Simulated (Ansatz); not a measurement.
# AsH₂+ (triplet): one geometry, many settings at angle H2–As1–H3 = 122.3°

Aim: run AsH₂+ (triplet) at one geometry under a spread of methods and options, and see what each costs and gives.

Computed with Ansatz 0.2.0, Gaussian basis. Level: the settings change from run to run.

6 further runs of the same task are left out: 5 that didn't finish, 1 set aside as unsound or not needed.

## (1) What is computed

The geometry derives from a PBE0/def2-TZVP stationary point (not a proven minimum). One angle is set to the value named; bond lengths are kept. No spin-orbit coupling is included. The filled d shell of As may be among the frozen orbitals whatever the setting's name suggests; the logs give the count.

3 atoms, charge 1, spin multiplicity 3.

Atoms are counted from 1 here; the program's logs count them from 0.

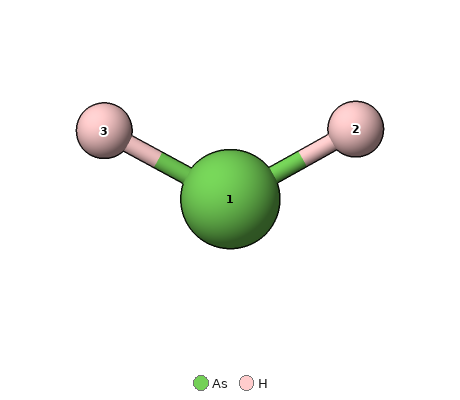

The structure; arsenic green, hydrogen pink; atoms are numbered from 1 in the order of the file.

## (2) HF/6-31G*

Contents of in.yaml:

```yaml
crystal:
  periodic: [false, false, false]
  atoms:
    - {symbol: As, position_ang: [0.000000, -0.019098, 0.000000]}
    - {symbol: H, position_ang: [0.000000, 0.709797, -1.324011]}
    - {symbol: H, position_ang: [0.000000, 0.709797, 1.324011]}
basis:
  gaussian: {orbitals: "6-31G*"}
total_charge: 1
magnetization: {spin_polarized: true, initial_magnetization: 2}
hamiltonian: {xc: hf}
accuracy: high
output: {orbitals: {seedname: orbitals}}
```

Started as:

```sh
> ansatz run in.yaml --threads 1 --pin off --events-out ev --progress --plain --max-ram 2393MiB
```

The log of the run:

```text
Functional definition: HF
  name "HF"
  cite "Fock, Z. Phys. 61, 126 (1930) doi:10.1007/BF01340294"
  parent pbe
  exchange = exact_x
  correlation = 0
623 factors; integrals over basis functions are off by at most 4.2e-9 eV
mean field evaluation 1: about -60808.8792 eV, gradient 7.4e0 eV
mean field evaluation 2: about -60808.9049 eV, gradient 7.4e0 eV
mean field evaluation 4: about -60809.3579 eV, gradient 1.4e0 eV
mean field evaluation 8: about -60809.3806 eV, gradient 6.8e-4 eV
mean field -60809.38065275 eV, -2234.7035209098 hartree, gradient 7.2e-8 eV, S^2 2.005521; 0 other end points of the search recorded, 0 dependent functions left out
reference -60809.38065275 eV, -2234.7035209098 hartree; 18, 16 occupied and 21, 23 virtual orbitals, 623 factors
Total energy: -60809.38065275 eV, -2234.7035209098 hartree
```

It took 0.45 s on 1 thread of Arm Neoverse V2, shared host.

From the report: ⟨S²⟩ of the determinant 2.006 (pure triplet: 2.00).

## (3) BCCD on UHF/cc-pVDZ

Edit in.yaml of step 2 so:

```diff
@@ -7,7 +7,5 @@
 basis:
-  gaussian: {orbitals: "6-31G*"}
+  gaussian: {orbitals: cc-pVDZ, fitting: {mean_field: def2-universal-jkfit}}
 total_charge: 1
 magnetization: {spin_polarized: true, initial_magnetization: 2}
-hamiltonian: {xc: hf}
-accuracy: high
-output: {orbitals: {seedname: orbitals}}
+correlation: {method: bccd, electrons: valence}
```

Launched as before.

The log of the run, cut to the lines that bear on the results:

```text
Functional definition: HF
  name "HF"
  cite "Fock, Z. Phys. 61, 126 (1930) doi:10.1007/BF01340294"
  parent pbe
[...]
302 factors; integrals over basis functions are off by at most 3.8e-1 eV
[...]
mean field -60816.65546976 eV, -2234.9708655041 hartree, gradient 2.1e-6 eV, S^2 2.005734; 0 other end points of the search recorded, 0 dependent functions left out
9 core orbitals not correlated: weight in the atoms' cores, before any rotation towards them, 1.000 or more for the frozen orbitals, at most 0.000 for the correlated occupied ones
reference -60816.65546976 eV, -2234.9708655041 hartree; 9, 7 occupied and 19, 21 virtual orbitals, 302 factors
second order -2.46172142 eV of doubles, -0.00000000 eV of singles
cycle   1  -2.85788575 eV  change   -4.0e-1 eV  update   5.0e-2
[...]
cycle   8  -3.02747180 eV  change    2.4e-6 eV  update   1.3e-5
Total energy: -60819.68294156 eV, -2235.0821230407 hartree
```

Wall time 0.48 s (1 thread of Arm Neoverse V2, shared host).

From the report: ⟨S²⟩ of the determinant 2.006 (pure triplet: 2.00); correlation -3.0275 eV; largest double amplitude 0.05.

## (4) BCCD(T)/cc-pVTZ-DK

Contents of in.yaml:

```yaml
crystal:
  periodic: [false, false, false]
  atoms:
    - {symbol: As, position_ang: [0.000000, -0.019098, 0.000000]}
    - {symbol: H, position_ang: [0.000000, 0.709797, -1.324011]}
    - {symbol: H, position_ang: [0.000000, 0.709797, 1.324011]}
basis:
  gaussian: {orbitals: cc-pVTZ-DK}
total_charge: 1
magnetization: {spin_polarized: false, initial_magnetization: 2}
hamiltonian: {xc: {name: PBE0}}
correlation: {method: bccd_t, electrons: outside_noble_gas}
scf: {omitted_lower_state_checks: [cluster_reference]}
```

Same command.

The log of the run, cut to the lines that bear on the results:

```text
Functional definition: PBE0
  name "PBE0"
  cite "Adamo & Barone, J. Chem. Phys. 110, 6158 (1999) doi:10.1063/1.478522"
  cite "Perdew, Burke & Ernzerhof, Phys. Rev. Lett. 77, 3865 (1996) doi:10.1103/PhysRevLett.77.3865"
  parent pbe
[...]
432 factors; integrals over basis functions are off by at most 9.8e-4 eV
[...]
mean field -61532.91916773 eV, -2261.2930709035 hartree, gradient 1.2e-6 eV, S^2 2.000000; 0 other end points of the search recorded, 0 dependent functions left out
14 core orbitals not correlated: weight in the atoms' cores, before any rotation towards them, 1.000 or more for the frozen orbitals, at most 0.000 for the correlated occupied ones
reference -61492.76254655 eV, -2259.8173422943 hartree; 4, 2 occupied and 53, 55 virtual orbitals, 432 factors
second order -2.71893391 eV of doubles, -0.16805504 eV of singles
cycle   1  -3.25090020 eV  change   -3.6e-1 eV  update   4.3e-2
[...]
cycle   9  -3.38452734 eV  change    5.1e-6 eV  update   6.3e-6
perturbative correction -0.09099809 eV, -0.0033441183 hartree
Total energy: -61496.23807199 eV, -2259.9450654983 hartree
Relativity: scalar
Checks for a lower state left out: cluster_reference
```

Wall time 2.3 s (1 thread of Arm Neoverse V2, shared host).

From the report: correlation -3.4755 eV; largest double amplitude 0.05.

## (5) NEVPT4(SD)(4,5)/cc-pVDZ

Contents of in.yaml:

```yaml
crystal:
  periodic: [false, false, false]
  atoms:
    - {symbol: As, position_ang: [0.000000, -0.019098, 0.000000]}
    - {symbol: H, position_ang: [0.000000, 0.709797, -1.324011]}
    - {symbol: H, position_ang: [0.000000, 0.709797, 1.324011]}
basis:
  gaussian: {orbitals: cc-pVDZ}
total_charge: 1
magnetization: {spin_polarized: false, initial_magnetization: 2}
correlation: {method: fic_nevpt4_sd, electrons: valence, active_space: {window: {electrons: 4, orbitals: 5}}}
scf: {lower_state_search: off}
```

Same command.

The log of the run, cut to the lines that bear on the results:

```text
Functional definition: HF
  name "HF"
  cite "Fock, Z. Phys. 61, 126 (1930) doi:10.1007/BF01340294"
  parent pbe
[...]
415 factors; integrals over basis functions are off by at most 1.2e-3 eV
[...]
mean field -60816.58329170 eV, -2234.9682130094 hartree, gradient 2.8e-6 eV, S^2 2.000000; 0 other end points of the search recorded, 0 dependent functions left out
reference -60816.58329170 eV, -2234.9682130094 hartree; 18, 16 occupied and 19, 21 virtual orbitals, 415 factors
state -60817.17860515 eV, -2234.9900903748 hartree
state -60817.17860515 eV, -2234.9900903748 hartree; corrected -60819.66346264 eV, -2235.0814072035 hartree
Total energy: -60819.66346264 eV, -2235.0814072035 hartree
Checks for a lower state left out: stability, starts, cluster_reference, orbital_swaps, neighbouring_geometries, increment
```

It took 0.96 s on 1 thread of Arm Neoverse V2, shared host.

From the report: 48 determinants; active occupations 1.97, 1.00, 1.00, 0.02, 0.01.

## (6) BCCD on ROHF/6-31G

Contents of in.yaml:

```yaml
crystal:
  periodic: [false, false, false]
  atoms:
    - {symbol: As, position_ang: [0.000000, -0.019098, 0.000000]}
    - {symbol: H, position_ang: [0.000000, 0.709797, -1.324011]}
    - {symbol: H, position_ang: [0.000000, 0.709797, 1.324011]}
basis:
  gaussian: {orbitals: 6-31G}
total_charge: 1
magnetization: {spin_polarized: false, initial_magnetization: 2}
hamiltonian: {pseudopotentials: {relativity: none}}
correlation: {method: bccd, electrons: outside_noble_gas}
accuracy: high
output: {forces: true}
```

The command is unchanged.

The log of the run, cut to the lines that bear on the results:

```text
Functional definition: HF
  name "HF"
  cite "Fock, Z. Phys. 61, 126 (1930) doi:10.1007/BF01340294"
  parent pbe
[...]
517 factors; integrals over basis functions are off by at most 3.9e-9 eV
[...]
mean field -60807.65195305 eV, -2234.6399923678 hartree, gradient 2.8e-8 eV, S^2 2.000000; 0 other end points of the search recorded, 0 dependent functions left out
14 core orbitals not correlated: weight in the atoms' cores, before any rotation towards them, 0.999 or more for the frozen orbitals, at most 0.000 for the correlated occupied ones
reference -60807.65195305 eV, -2234.6399923678 hartree; 4, 2 occupied and 15, 17 virtual orbitals, 517 factors
second order -1.03426728 eV of doubles, -0.01950440 eV of singles
cycle   1  -1.33206971 eV  change   -2.8e-1 eV  update   4.6e-2
[...]
cycle  21  -1.48332891 eV  change   1.1e-11 eV  update  2.0e-10
[...]
Total energy: -60809.13528196 eV, -2234.6945036999 hartree
Atom 0 at     0.000000    -0.019098     0.000000 Å, force    -0.000000    -0.078811    -0.000000 eV/Å
Atom 1 at     0.000000     0.709797    -1.324011 Å, force     0.000000     0.039406    -0.091836 eV/Å
Atom 2 at     0.000000     0.709797     1.324011 Å, force     0.000000     0.039406     0.091836 eV/Å
Dipole moment:     0.000000     0.123801     0.000000 e Å
```

Wall time 1.1 s (1 thread of Arm Neoverse V2, shared host).

From the report: correlation -1.4833 eV; largest double amplitude 0.06.

## (7) CCSDT(Q)/B/aug-cc-pVDZ

Contents of in.yaml:

```yaml
crystal:
  periodic: [false, false, false]
  atoms:
    - {symbol: As, position_ang: [0.000000, -0.019098, 0.000000]}
    - {symbol: H, position_ang: [0.000000, 0.709797, -1.324011]}
    - {symbol: H, position_ang: [0.000000, 0.709797, 1.324011]}
basis:
  gaussian: {orbitals: aug-cc-pVDZ}
total_charge: 1
magnetization: {spin_polarized: true, initial_magnetization: 2}
hamiltonian: {xc: {name: r2SCAN}}
correlation: {method: ccsdt_q_b, electrons: outside_noble_gas}
```

Launched as before.

The log of the run, cut to the lines that bear on the results:

```text
Functional definition: r2SCAN
  name "r2SCAN"
  cite "Furness, Kaplan, Ning, Perdew & Sun, J. Phys. Chem. Lett. 11, 8208 (2020) doi:10.1021/acs.jpclett.0c02405"
  cite "Furness, Kaplan, Ning, Perdew & Sun, J. Phys. Chem. Lett. 11, 9248 (2020) doi:10.1021/acs.jpclett.0c03077"
  parent r2scan
[...]
922 factors; integrals over basis functions are off by at most 2.1e-7 eV
[...]
mean field -60861.40224835 eV, -2236.6152792868 hartree, gradient 2.5e-6 eV, S^2 2.003974; 0 other end points of the search recorded, 0 dependent functions left out
14 core orbitals not correlated: weight in the atoms' cores, before any rotation towards them, 0.999 or more for the frozen orbitals, at most 0.000 for the correlated occupied ones
reference -60816.35630654 eV, -2234.9598714585 hartree; 4, 2 occupied and 36, 38 virtual orbitals, 922 factors
second order -2.18924133 eV of doubles, -0.12596706 eV of singles
cycle   1  -2.69927979 eV  change   -3.9e-1 eV  update   5.0e-2
[...]
cycle  13  -2.92023066 eV  change    1.5e-7 eV  update   3.4e-7
perturbative correction -0.00134387 eV, -0.0000493864 hartree
Total energy: -60819.27788107 eV, -2235.0672373422 hartree
```

Run time: 15 s. Hardware: 1 thread of Arm Neoverse V2, shared host; peak memory 0.28 GiB.

From the report: ⟨S²⟩ of the determinant 2.004 (pure triplet: 2.00); correlation -2.9216 eV; T1 0.018; largest double amplitude 0.04. The orbitals are Kohn-Sham ones, so correlation energy and T1 don't compare with those on Hartree-Fock orbitals.

## (8) The runs in one table

| level | correlated | functions | energy (eV) | time |
| --- | --- | --- | --- | --- |
| HF/6-31G* |  | 39 | -60809.3807 | 0.45 s |
| BCCD on UHF/cc-pVDZ | valence | 37 | -60819.6829 | 0.48 s |
| BCCD(T)/cc-pVTZ-DK (on PBE0 orbitals) | outside noble gas | 71 | -61496.2381 | 2.3 s |
| NEVPT4(SD)(4,5)/cc-pVDZ | valence | 37 | -60819.6635 | 0.96 s |
| BCCD on ROHF/6-31G | outside noble gas | 33 | -60809.1353 | 1.1 s |
| CCSDT(Q)/B/aug-cc-pVDZ (on r2SCAN orbitals) | outside noble gas | 54 | -60819.2779 | 15 s |

## (9) Results

```
quantity                                              value
    runs                                                  6
quickest                                  HF/6-31G*, 0.45 s
 slowest  CCSDT(Q)/B/aug-cc-pVDZ (on r2SCAN orbitals), 15 s
```

Total energies in different bases, with other cores or another treatment of relativity can't be set against each other. CCSDT(Q)/B/aug-cc-pVDZ (on r2SCAN orbitals) took 32 times as long as HF/6-31G*; the jobs differ in more than the method.
